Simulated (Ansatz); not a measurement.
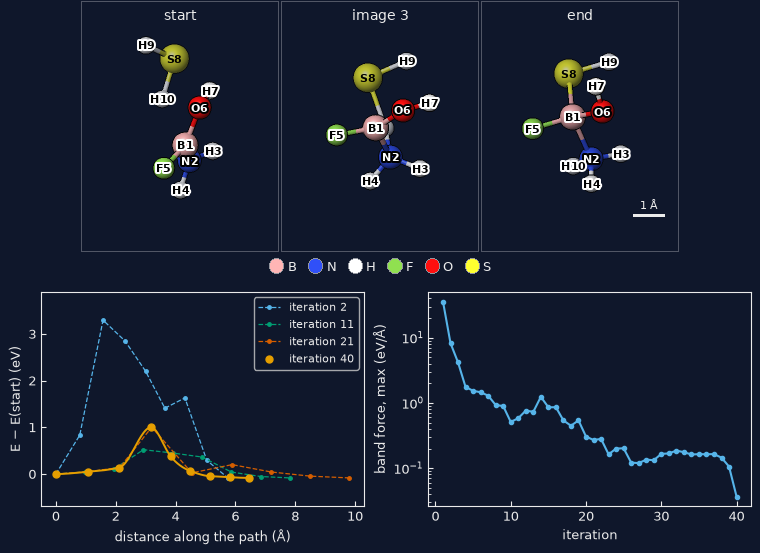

A nudged-elastic-band calculation for BNH₅SOF, made up of BNH$_{3}$OF and H$_{2}$S. Images are numbered from 0 (start) to 8 (end). The plot follows the band through its iterations. Style: ball-and-stick. Shown from a free direction.

Level of theory: RKS PBE/6-31G* (Ansatz 0.2.0). Settings: 7 movable images; climbing image; force threshold 0.05 eV/Å; iteration limit 60; starting path through a guess of the saddle point.

Did the band converge, and can the barrier be trusted?

Answer. The result is final at these settings. The band converged in 40 iterations. The largest component of the band force went from 36 to 0.037 eV/Å. The climbing image converged on the top of the path. Its vibrational analysis gives one imaginary mode (945i cm⁻¹), as a transition state must have. The first iteration put the highest image at 10.03 eV. The highest point, image 3, lies 1.00 eV above the start and 1.08 eV above the end; the end is at −0.08 eV relative to the start.

Limits of the set-up: the start holds two separate molecules, 2.4 Å apart at their closest, whose relative position is a soft coordinate and is computed without a dispersion correction.
